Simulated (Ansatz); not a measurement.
# WCl₄O: small, medium and large basis sets

Aim: see how fast density functionals converge with the basis set for WCl₄O.

Program: Ansatz 0.2.0, Gaussian basis. Level of theory: one geometry, several basis sets. These are calculated values, not measurements.

Plan: PBE0-D4/def2-SVP; ωB97M-V/def2-SVP; PBE0-D4/def2-QZVPP; ωB97M-V/def2-QZVPP; the functionals' def2-TZVPP values are taken from earlier runs.

**1. The relaxed structure**

The geometry comes from an earlier relaxation with PBE0-D4 in a triple-zeta def2 set; it is a stationary point. W takes the def2 core potential; no spin-orbit term is included.

SMILES `[O]=[W]([Cl])([Cl])([Cl])[Cl]`, 6 atoms, charge 0, spin multiplicity 1.

Atoms are counted from 1 here; the program's logs count them from 0.

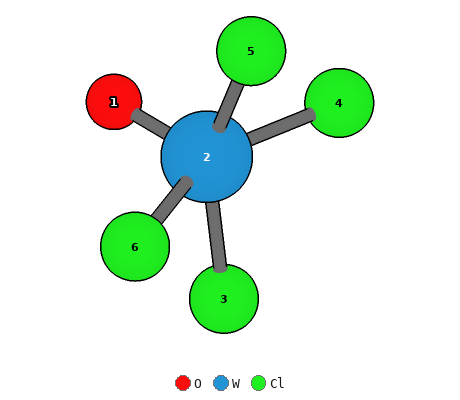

The geometry (oxygen red, tungsten blue, chlorine green); atoms are numbered from 1 in the order of the file.

Coordinates:

```
O    -1.7316   -0.1412    0.2105
W    -0.0816   -0.0173    0.0034
Cl    0.7879   -1.0193    1.8664
Cl    0.4743   -1.9298   -1.1216
Cl    0.1467    1.0671   -1.9972
Cl    0.4464    1.9764    0.9923
```

**2. PBE0-D4 in def2-SVP**

File in.yaml:

```yaml
crystal:
  periodic: [false, false, false]
  atoms:
    - {symbol: O, position_ang: [-1.731645, -0.141220, 0.210475]}
    - {symbol: W, position_ang: [-0.081611, -0.017343, 0.003413]}
    - {symbol: Cl, position_ang: [0.787940, -1.019266, 1.866372]}
    - {symbol: Cl, position_ang: [0.474312, -1.929757, -1.121557]}
    - {symbol: Cl, position_ang: [0.146701, 1.067050, -1.997241]}
    - {symbol: Cl, position_ang: [0.446403, 1.976438, 0.992338]}
basis:
  gaussian: {orbitals: def2-SVP}
hamiltonian: {xc: pbe0, dispersion: d4}
output: {orbitals: {seedname: orbitals}}
```

Started as:

```sh
> ansatz run in.yaml --threads 2 --pin off --events-out ev --progress --plain --max-ram 32768MiB --backend cpu
```

The runs that follow: ωB97M-V in def2-SVP; PBE0-D4 in def2-QZVPP; ωB97M-V in def2-QZVPP.

Q: Predict the results of all the runs planned. Wanted: PBE0-D4: double and triple zeta above quadruple; ωB97M-V: double and triple zeta above quadruple.

The runs gave:

| quantity | value |
| --- | --- |
| PBE0-D4: double and triple zeta above quadruple | 22.07, 1.61 eV |
| ωB97M-V: double and triple zeta above quadruple | 21.85, 1.53 eV |

**Reading.** For PBE0-D4 the step from double to triple zeta gains 20.46 eV and the next only 1.61 eV. Total energies overstate the basis error of differences, where much of it tends to cancel.
